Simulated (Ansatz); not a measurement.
BH2ClF2: several calculations on one system

### Relaxation

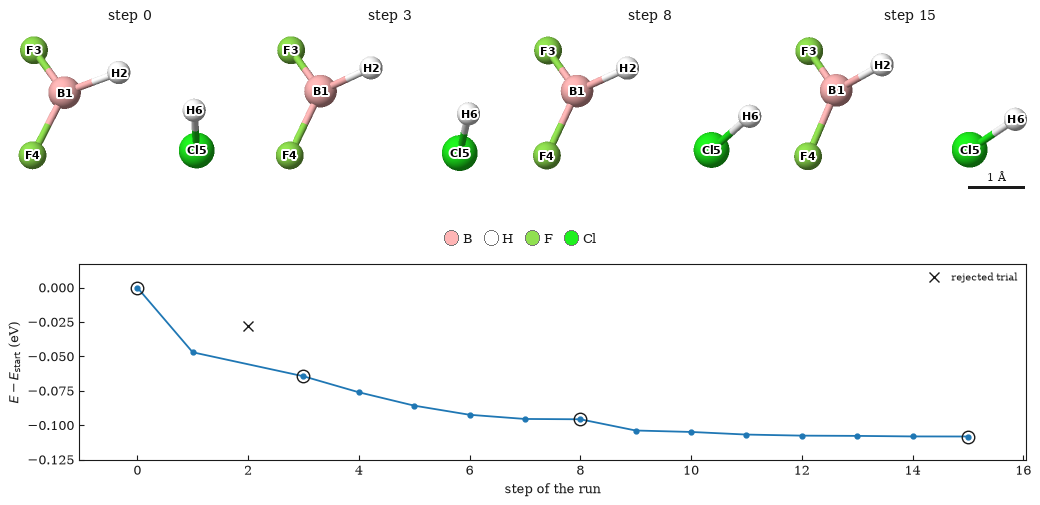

Frames of a relaxation of BH2ClF2, marked on the history of the run. The picture is a ball-and-stick view, seen at a tilt.

The run prepares an end point of a later path (reaction) calculation, from a guessed geometry.

The calculation used Ansatz 0.2.0, RKS PBE0/def2-SVP. Set-up: no spin polarisation; force threshold 0.03 eV/Å; at most 50 steps.

What happens along the run?

Answer. H6 moves most after the best rigid fit: 0.81 Å. Largest moves by element: H 0.81 Å, B 0.17 Å, Cl 0.13 Å, F 0.09 Å. Some distances before and after: Cl5–H6 1.329 → 1.287 Å, B1–H2 1.198 → 1.203 Å. Over 14 accepted moves (15 points after the start) the energy falls by 0.108 eV. The largest force component goes from 1.1 to 0.0016 eV/Å. The line search rejected the trial step at point 2 of the run. From step 0 to 3: H6 moves most (0.28 Å), energy −0.064 eV. From step 3 to 8: H6 moves most (0.39 Å), energy −0.031 eV. From step 8 to 15: H2 moves most (0.15 Å), energy −0.013 eV.

### Relaxation

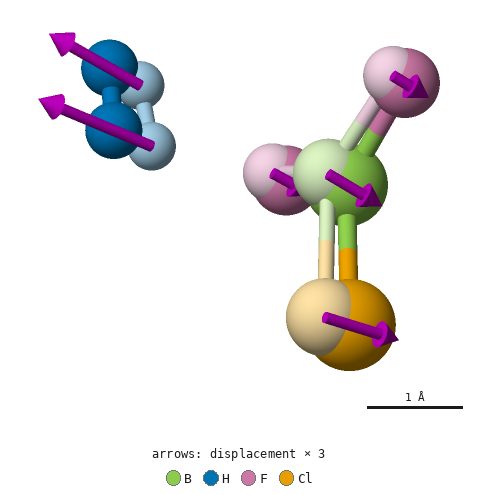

A relaxation of BH₂ClF₂. The starting structure is drawn faded, the final one solid; purple arrows show the displacements, 3 times their true length. The two geometries are superimposed by the best rigid fit.

A ball-and-stick model, seen at a tilt.

The run prepares an end point of a later path (reaction) calculation, from a guessed geometry.

Method: RKS PBE0/def2-SVP (Ansatz 0.2.0).

Input
```yaml
crystal:
  periodic: [false, false, false]
  atoms:
    - { symbol: B, position_ang: [0.022677, -0.546691, -0.336278] }
    - { symbol: H, position_ang: [0.008033, 0.253491, 1.919801] }
    - { symbol: F, position_ang: [1.139598, 0.096195, -0.5489] }
    - { symbol: F, position_ang: [-1.127932, 0.038939, -0.535093] }
    - { symbol: Cl, position_ang: [0.071243, -2.300721, 0.125912] }
    - { symbol: H, position_ang: [0.01528, -0.464912, 1.934258] }
basis:
  gaussian: { orbitals: def2-SVP }
hamiltonian:
  xc: pbe0
relax:
  f_tol: 0.03
  max_steps: 50
```

Launched with:
```bash
ansatz run input.yaml --threads 2 --pin off --max-ram 3072MiB --backend cpu --events-out ev --progress --plain --runs-dir out
```

Question: Which element moves most?

Answer: Hydrogen: up to 0.48 Å, against 0.31 Å for chlorine.

Question: What did the optimiser do to the structure, and how much energy did it gain?

Answer: Over 8 accepted moves (11 points after the start) the energy falls by 3.77 kcal/mol. The largest force component goes from 1.8 to 0.0043 eV/Å. The line search rejected the trial steps at points 2, 3, 10 of the run. H6 moves most after the best rigid fit: 0.48 Å. Largest moves by element: H 0.48 Å, Cl 0.31 Å, B 0.23 Å, F 0.17 Å. Near-neighbour distances that change, for instance: B1–Cl5 1.815 → 1.744 Å, H2–H6 0.719 → 0.761 Å. The run took 14 s on 2 threads of AMD EPYC 7R43 64-Core Processor (Zen 3) (shared host), peak memory 0.14 GiB.

Limits of the set-up: the start holds two separate molecules, 2.3 Å apart at their closest, whose relative position is a soft coordinate and is computed without a dispersion correction.

### Path

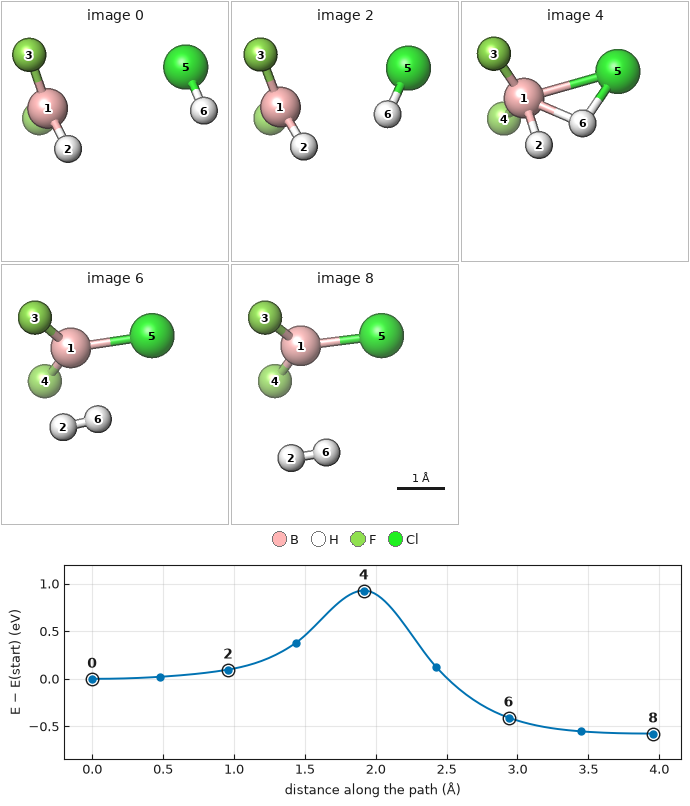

A search for the minimum-energy path of BH$_{2}$ClF$_{2}$, made up at the start of BHF₂ and HCl by the nudged elastic band. Images are numbered from 0 (start) to 8 (end). A ball-and-stick model, seen from a free direction.

Level of theory: Ansatz 0.2.0, RKS PBE0/def2-SVP. Set-up: 7 movable images; climbing image; force threshold 0.05 eV/Å; iteration limit 60; starting path through a guess of the saddle point.

**Read off the barrier and say what moves.**

Breaking: B1–H2 (1.20 → 1.32 at the top → 3.02 Å), Cl5–H6 (1.29 → 1.54 at the top → 3.28 Å). Forming: B1–Cl5 (3.11 → 2.10 at the top → 1.74 Å), H2–H6 (3.03 → 1.07 at the top → 0.76 Å). The highest point, image 4, lies 0.93 eV above the start and 1.50 eV above the end; the end is at −0.58 eV relative to the start. The band converged in 21 iterations. The largest component of the band force went from 6 to 0.024 eV/Å. The climbing image converged on the top of the path. Its vibrational analysis gives one imaginary mode (935i cm⁻¹), as a transition state must have.

Limits of the set-up: the start holds two separate molecules, 3.0 Å apart at their closest, whose relative position is a soft coordinate and is computed without a dispersion correction.

Cost: 2.4 min on 2 threads of AMD EPYC 7R43 64-Core Processor (Zen 3), on a shared host, peak memory 0.14 GiB.
